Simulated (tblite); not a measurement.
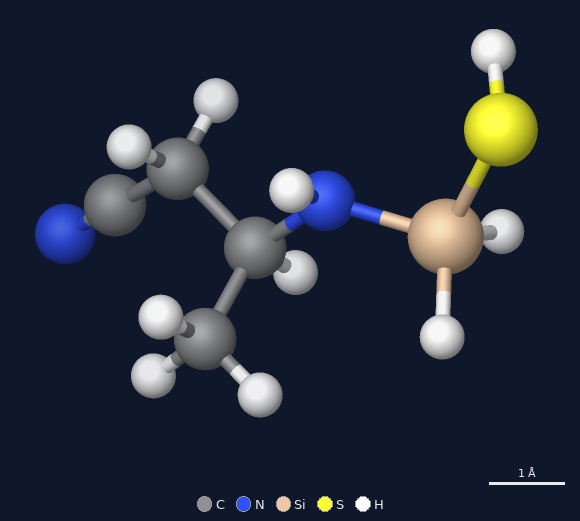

Starting structure of C4H10N2SSi. The picture is a ball-and-stick view, seen at a tilt.

These are results of GFN2-xTB geometry optimisation, gas phase (tblite 0.8.0), not measurements.

```xyz
18

C    -0.7044   -1.5082   -0.6368
C    -0.4857   -0.0001   -0.4169
C    -1.6459    0.6305    0.3672
C    -2.8868    0.6621   -0.4475
N    -3.8571    0.6622   -1.0684
N     0.7534    0.2113    0.3552
Si    2.3371    0.2708   -0.2796
S     3.5734    0.7095    1.4033
H     0.1244   -1.9617   -1.1838
H    -0.8280   -2.0433    0.3174
H    -1.6209   -1.6816   -1.2289
H    -0.4056    0.4885   -1.3828
H    -1.8383    0.0987    1.3138
H    -1.3971    1.6669    0.6295
H     0.7755   -0.3948    1.1714
H     2.6454   -1.0666   -0.8108
H     2.4015    1.3502   -1.2786
H     3.0504    1.9120    1.6380
```

Question: Where does the relaxation end?

Answer: Over 85 geometry steps the energy falls by 0.243 eV. The atom that moves furthest after the best rigid fit is H16 (0.39 Å). Largest moves by element: H 0.39 Å, S 0.17 Å, N 0.14 Å, C 0.10 Å, Si 0.10 Å. Among the contacts that change: C3–C4 1.485 → 1.439 Å, C2–N6 1.475 → 1.443 Å, Si7–S8 2.134 → 2.147 Å, C1–C2 1.540 → 1.527 Å. Bond angles that change, for instance: Si7–N6–H15 107.4° → 118.6°, N6–Si7–H16 107.3° → 118.4°, S8–Si7–H16 110.5° → 103.4°. The run took 1.1 s on 1 thread of Arm Neoverse N1, with other jobs on the host.

History of the run:

| step | E − E(0), eV |
| --- | --- |
| 0 | 0.0000 |
| 1 | -0.0690 |
| 2 | -0.0465 |
| 3 | -0.1135 |
| 4 | -0.1290 |
| 5 | -0.1634 |
| 6 | -0.1767 |
| 7 | -0.1910 |
| 8 | -0.2001 |
| 9 | -0.2077 |
| 10 | -0.2135 |
| 14 | -0.2308 |
| 18 | -0.2356 |
| 22 | -0.2373 |
| 26 | -0.2383 |
| 30 | -0.2390 |
| 34 | -0.2393 |
| 38 | -0.2396 |
| 42 | -0.2399 |
| 46 | -0.2402 |
| 49 | -0.2404 |
| 53 | -0.2405 |
| 57 | -0.2407 |
| 61 | -0.2410 |
| 65 | -0.2413 |
| 69 | -0.2419 |
| 73 | -0.2424 |
| 77 | -0.2426 |
| 81 | -0.2428 |
| 85 | -0.2429 |

The structure at the end:

```xyz
18

C    -0.7721   -1.5509   -0.5696
C    -0.4627   -0.0680   -0.3782
C    -1.6336    0.6464    0.3284
C    -2.8155    0.6495   -0.4915
N    -3.7445    0.6483   -1.1576
N     0.7457    0.1449    0.3814
Si    2.2836    0.3179   -0.3536
S     3.6578    0.6558    1.2606
H     0.0545   -2.0368   -1.0820
H    -0.9162   -2.0379    0.3938
H    -1.6759   -1.6754   -1.1612
H    -0.3088    0.3950   -1.3580
H    -1.8609    0.1453    1.2740
H    -1.3519    1.6813    0.5402
H     0.6931   -0.2770    1.2993
H     2.8534   -0.8313   -1.0488
H     2.2172    1.5036   -1.1994
H     3.0283    1.6957    1.7838
```

After the run, drawn alike:

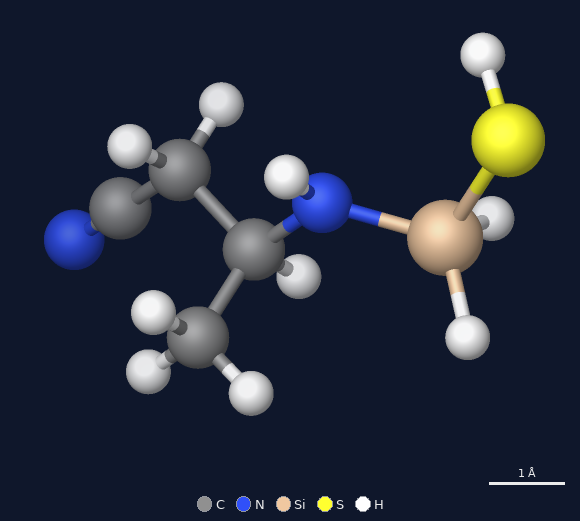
